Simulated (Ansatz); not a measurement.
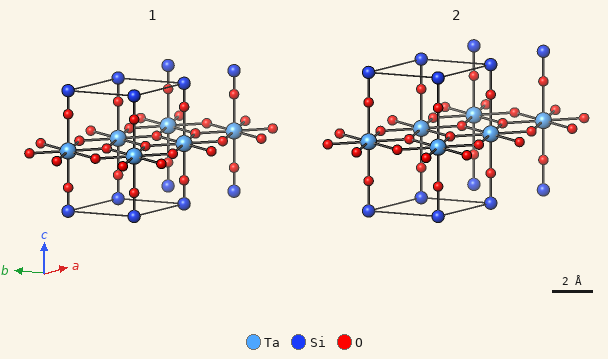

Two geometries of crystalline TaSiO$_{4}$ (a generated structure, set up in P6/mmm) (coarse preliminary run), drawn at one scale. One is the start of a relaxation, the other its converged end. The picture is a ball-and-stick view of the cell of the calculation, repeated 2 × 1 × 1 with one cell outlined, seen from a free direction.

Computed with DFT PBE, scalar-relativistic, plane waves, PAW (Ansatz 0.2.0). Set-up: plane-wave cutoff 420 eV; k-point mesh 6 × 6 × 4; occupations gaussian; smearing width 0.1 eV; no spin polarisation; cell and atoms relaxed; force threshold 0.04 eV/Å; at most 70 steps.

Which one is relaxed?

Answer. Structure 2 is the relaxed one. The energy falls by 1772 meV per atom in 7 accepted moves (9 points after the start). Largest force component: 34 eV/Å at the start, 0.0016 eV/Å at the end. Pressure: 116.17 GPa at the start and 0.03 GPa at the end. At 2 points the geometry stayed and the basis and grid were re-selected for the new cell (energy shift of 42.5 meV per atom at most each time). The largest moves relative to the cell, 0.15 Å, are those of O atoms. Ta and Si stay in place. Cell: a = b 3.478 → 3.665 Å (+5.4 %), c 6.319 → 7.262 Å (+14.9 %). Volume +27.6 %. Some distances before and after: O–Si 1.235 → 1.571 Å, O–Ta 1.925 → 2.060 Å, O–Ta 2.008 → 2.116 Å. The space group stays P6/mmm (No. 191). The run took 29 s on 1 thread of Arm Neoverse V2, on a shared host, peak memory 0.36 GiB.

Limits of the set-up: an odd number of electrons was run without spin polarisation, which fails if the electron would localise.
